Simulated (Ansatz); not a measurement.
# Calculations on SiH4OF2

### Relaxation

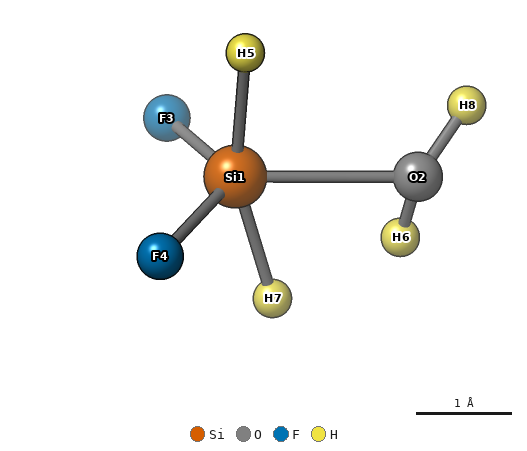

This is the input geometry for a relaxation of SiH4OF2 (started from a transition state, displaced along its imaginary mode). Style: ball-and-stick. Shown at a tilt.

Level of theory: Ansatz, RKS PBE0-D4/def2-TZVP.

Input file:
```yaml
crystal:
  periodic: [false, false, false]
  atoms:
    - {symbol: Si, position_ang: [-0.470332, 0.441955, -0.151091]}
    - {symbol: O, position_ang: [0.938017, -0.612810, 0.635170]}
    - {symbol: F, position_ang: [-0.456048, 0.399061, -1.762338]}
    - {symbol: F, position_ang: [-1.716069, 0.982159, 0.679047]}
    - {symbol: H, position_ang: [0.420785, 1.669331, 0.012483]}
    - {symbol: H, position_ang: [0.419307, -1.248007, 0.360404]}
    - {symbol: H, position_ang: [-0.992087, -1.001197, -0.059225]}
    - {symbol: H, position_ang: [1.856428, -0.630492, 0.285550]}
basis:
  gaussian: {orbitals: def2-TZVP}
hamiltonian: {xc: pbe0, dispersion: d4}
relax: {f_tol: 0.005, max_steps: 200}
```

Command:
```bash
ansatz run in.yaml --threads 4 --pin off --events-out ev --progress --plain --max-ram 9574MiB
```

Q: What does the optimiser find from here?

A: After 13 accepted moves (15 points after the start) the energy has fallen by 38.3 kcal/mol. Largest force component: 6.7 eV/Å at the start, 0.002 eV/Å at the end. The line search rejected the trial steps at points 10, 13 of the run. The largest move after the best rigid fit is that of F4, 1.16 Å. By element the largest moves are F 1.16 Å, H 0.95 Å, O 0.51 Å, Si 0.42 Å. Near-neighbour distances that change, for instance: Si1–H6 1.977 → 3.106 Å, Si1–O2 1.927 → 2.679 Å, O2–H6 0.865 → 0.961 Å, Si1–H7 1.537 → 1.471 Å. Bonds break, among them: Si1–O2 (1.93 → 2.68 Å). Bond angles that change, for instance: H5–Si1–H7 161.3° → 118.3°, F3–Si1–H7 92.2° → 110.7°, F3–Si1–F4 122.5° → 104.6°. Cost: 23 s on 4 threads of Arm Neoverse V2, with other jobs on the host.

Final geometry:

```xyz
8

Si   -0.8357    0.6120   -0.0385
O     1.2954   -0.9305    0.4666
F    -0.3473    0.2420   -1.5108
F    -2.1166    1.5395   -0.2594
H     0.1576    1.4584    0.6407
H     1.1377   -1.7845    0.0547
H    -1.3269   -0.5847    0.6625
H     2.0357   -0.5521   -0.0158
```

After the run, drawn alike:

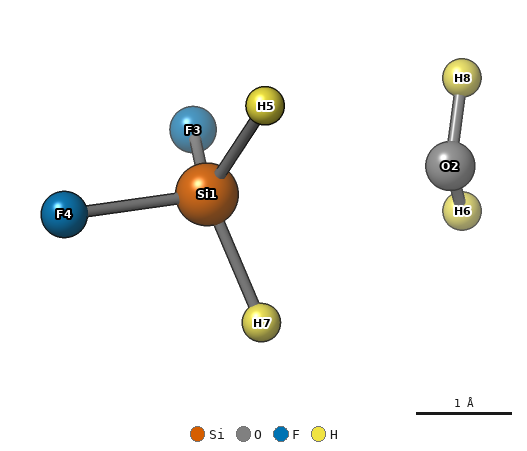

### Relaxation

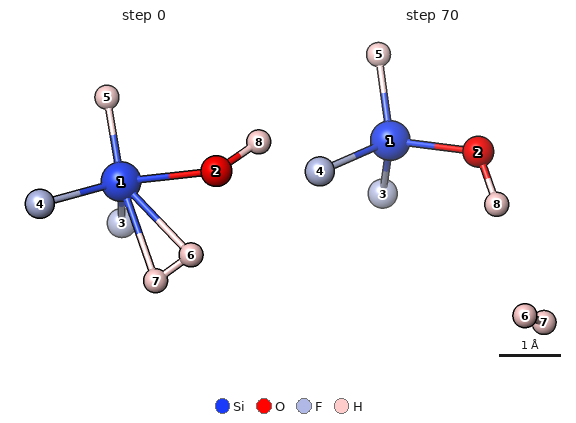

The structure of SiH₄OF₂ (started from a transition state, displaced along its imaginary mode) before (left) and after (right) a relaxation, at one scale.

The picture is a ball-and-stick view, seen at a tilt.

Theory: RKS PBE0-D4/def2-TZVP (Ansatz). (force threshold 0.005 eV/Å; at most 200 steps)

What changed between the two?

The largest move after the best rigid fit is that of H7, 1.82 Å. By element the largest moves are H 1.82 Å, Si 0.81 Å, F 0.69 Å, O 0.68 Å. Some distances before and after: Si1–H6 1.817 → 4.103 Å, Si1–H7 1.828 → 4.108 Å, O2–H6 1.441 → 3.058 Å, Si1–O2 1.761 → 1.613 Å. Bond angles that change, for instance: O2–Si1–F4 122.3° → 111.2°, O2–Si1–H5 98.0° → 108.7°, F4–Si1–H5 101.0° → 110.1°. Groups turn about Si1–O2 by about 130°. The energy falls by 45.0 kcal/mol in 57 accepted moves (70 points after the start). The largest force component goes from 3.2 to 0.0019 eV/Å. The line search rejected the trial steps at points 10, 13, 18, 20, 22, 28, 34, 37 and more of the run.

### Reaction

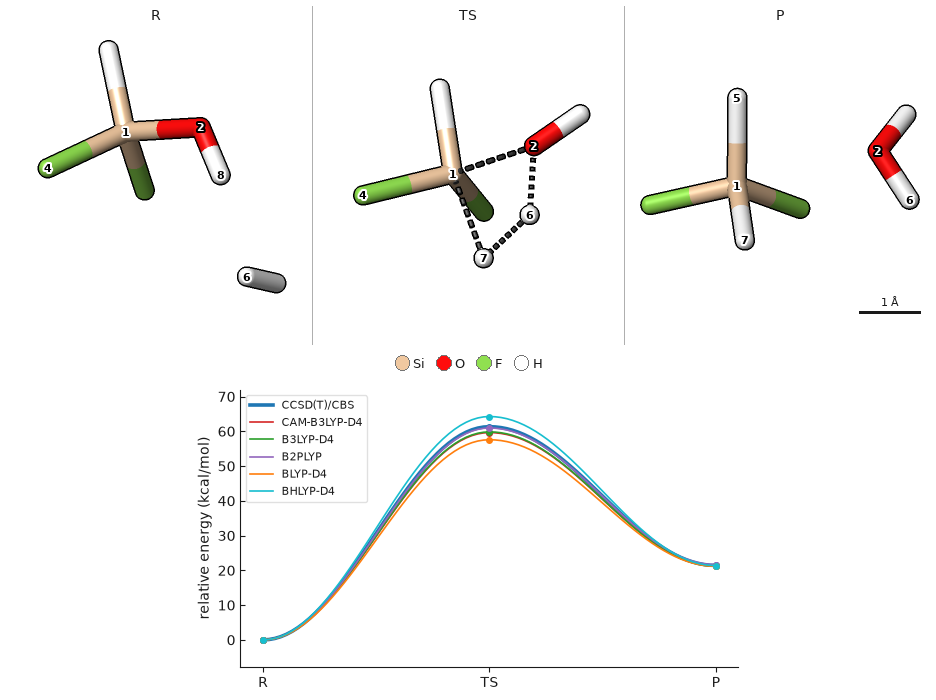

A reaction step of SiH4OF2, with its energy diagram. Style: stick. Shown at a tilt. Dashed sticks mark bonds that form or break.

Stationary points at PBE0-D4/def2-TZVP, single-point energies with CCSD(T)/CBS, CAM-B3LYP-D4, B3LYP-D4, B2PLYP, BLYP-D4, BHLYP-D4 (def2-TZVPP where no basis is named; Ansatz 0.2.0). The energies are electronic, without zero-point or thermal terms, and both ends are the minima reached downhill from the saddle, with any fragments still in contact. CCSD(T)/CBS stands for a frozen-core estimate: MP2 correlation extrapolated from def2-TZVPP and def2-QZVPP, CCSD(T) minus MP2 from the smaller set.

Q: What happens, and what does it cost?

A: Counted by bonded pieces, R holds H₂ + SiH₂OF₂ and P holds H₂O + SiH₂F₂. From R over the saddle to P, bonds form: H–Si (4.11 → 1.68 → 1.47 Å), H–O (3.06 → 1.14 → 0.96 Å). Bonds break: O–Si (1.61 → 1.84 → 2.68 Å), H–H (0.75 → 1.11 → 2.81 Å). The saddle has one imaginary mode, 1262i cm⁻¹. With CCSD(T)/CBS the barrier is 61.3 kcal/mol from R and 39.9 kcal/mol from P, and P lies 21.4 kcal/mol above R.

```
       level  barrier from R (kcal/mol)  barrier from P (kcal/mol)  P less R (kcal/mol)
 CCSD(T)/CBS                       61.3                       39.9                 21.4
CAM-B3LYP-D4                       59.6                       38.4                 21.2
    B3LYP-D4                       59.8                       38.6                 21.2
      B2PLYP                       60.9                       39.3                 21.6
     BLYP-D4                       57.6                       36.4                 21.2
    BHLYP-D4                       64.2                       42.9                 21.4
```

Against CCSD(T)/CBS, B2PLYP comes closest on the barrier from R (−0.4 kcal/mol) and BLYP-D4 misses most (−3.8 kcal/mol).
